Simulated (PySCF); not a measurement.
**C2H8FPSi2: density, localisation and related maps**

```json
{"atom": "F", "x (Å)": "-2.2192", "y (Å)": "-1.1078", "z (Å)": "-1.7997"}
{"atom": "Si", "x (Å)": "-1.1761", "y (Å)": "-0.7604", "z (Å)": "-0.6090"}
{"atom": "P", "x (Å)": "-2.4479", "y (Å)": "0.0337", "z (Å)": "1.0593"}
{"atom": "C", "x (Å)": "-0.0593", "y (Å)": "0.5758", "z (Å)": "-1.3122"}
{"atom": "C", "x (Å)": "1.1100", "y (Å)": "0.9845", "z (Å)": "-0.8240"}
{"atom": "Si", "x (Å)": "1.9771", "y (Å)": "0.3204", "z (Å)": "0.7104"}
{"atom": "H", "x (Å)": "-0.5102", "y (Å)": "-2.0422", "z (Å)": "-0.3920"}
{"atom": "H", "x (Å)": "-1.4637", "y (Å)": "-0.0937", "z (Å)": "2.0237"}
{"atom": "H", "x (Å)": "-3.0057", "y (Å)": "-1.1961", "z (Å)": "1.3747"}
{"atom": "H", "x (Å)": "-0.4428", "y (Å)": "1.0473", "z (Å)": "-2.2130"}
{"atom": "H", "x (Å)": "1.6292", "y (Å)": "1.7760", "z (Å)": "-1.3559"}
{"atom": "H", "x (Å)": "2.4162", "y (Å)": "-1.0574", "z (Å)": "0.4742"}
{"atom": "H", "x (Å)": "1.0595", "y (Å)": "0.3437", "z (Å)": "1.8544"}
{"atom": "H", "x (Å)": "3.1322", "y (Å)": "1.1758", "z (Å)": "0.9868"}
```

Geometry: GFN2-xTB.

The calculation used PBE0/pcSseg-1, SCF density, gas phase, non-relativistic (PySCF 2.14.0).

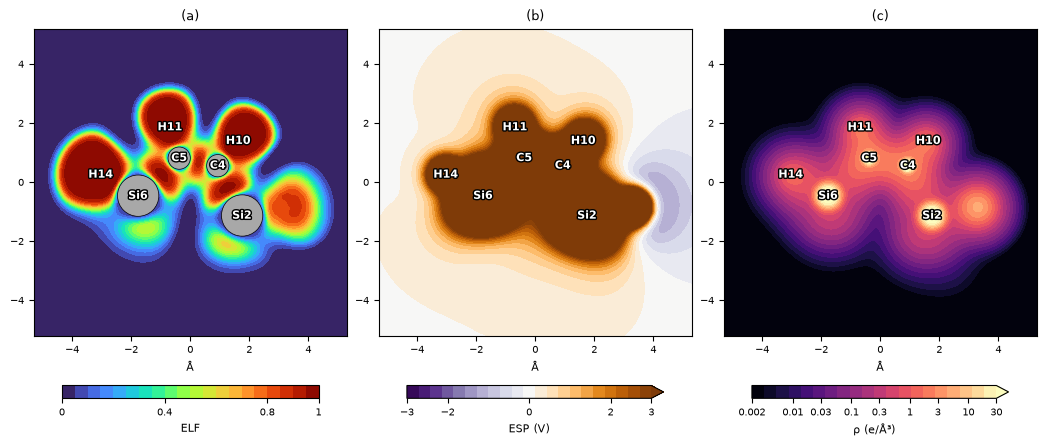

Figure 1. (a) electron localisation function; (b) molecular electrostatic potential; (c) electron density on the plane of atoms Si2, C4 and H10. Grey discs cover the atomic cores in the ELF map.

**Interpret the plot.**

- Atoms in the plane: Si, C and H.
- C–C (1.33 Å): ρ at the midpoint is about 2.3 e/Å³; the ELF peaks at about 0.90 between the atoms: a multiple bond.
- C–Si (1.88 Å): ρ is about 0.97 e/Å³ halfway; the ELF peaks at about 0.95 between the atoms, as expected for a shared electron pair.
- C–H (1.09 Å): the density is about 2 e/Å³ at the midpoint; the ELF climbs to about 1 towards the hydrogen, as it does in any bond to H; an ordinary covalent bond to hydrogen.
- Si–H (1.46 Å): ρ at the midpoint is about 0.81 e/Å³; the ELF climbs to about 1 towards the hydrogen.
- The ELF also peaks beside F1, away from the bonds: lone-pair regions.
- Outside the dense part of the molecule the potential is most negative (−1.2 V) near F1, which lies off the plane.

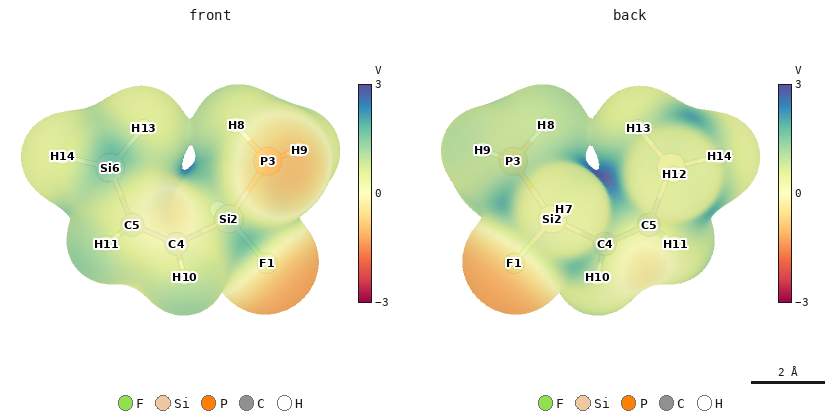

Figure 2. The electrostatic potential painted on the density surface at 0.004 e/bohr³, seen from the front and from behind; the colour scale runs from red (negative) to blue (positive).

**Describe the electrostatic potential map.**

The most negative region (about −1.2 V) lies over F1, the most positive (about +2.7 V) over Si2 and Si6.

**How polar is the molecule by this calculation?**

Its dipole moment is 2.07 D.
